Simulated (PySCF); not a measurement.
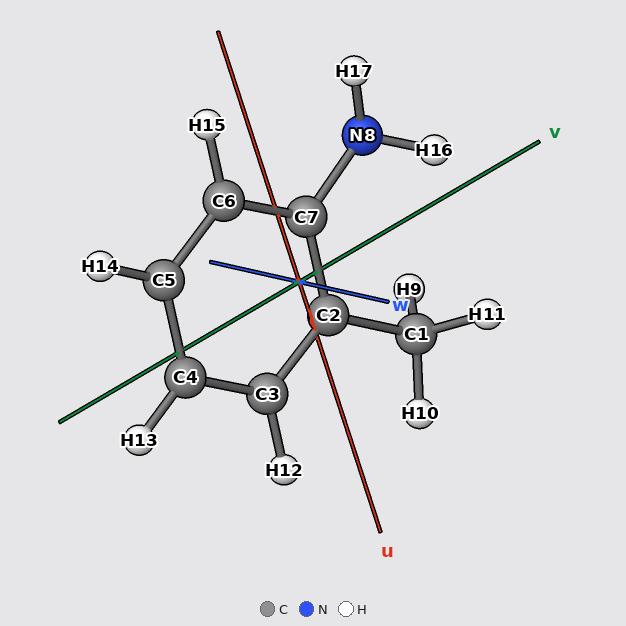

The lines u, v and w are the principal axes of the static dipole polarisability. Computed geometry: GFN2-xTB optimisation. No frequency run is at hand to confirm it as a minimum. Computed with CAM-B3LYP/def2-SVPD (PySCF 2.14.0).

**Along which axis is the molecule most polarisable, and along which least?**

Most along v, least along w.

**Give the three principal values.**

u 100.1, v 112.2, w 56.1 bohr³; mean 89.5, anisotropy 51.1 bohr³.
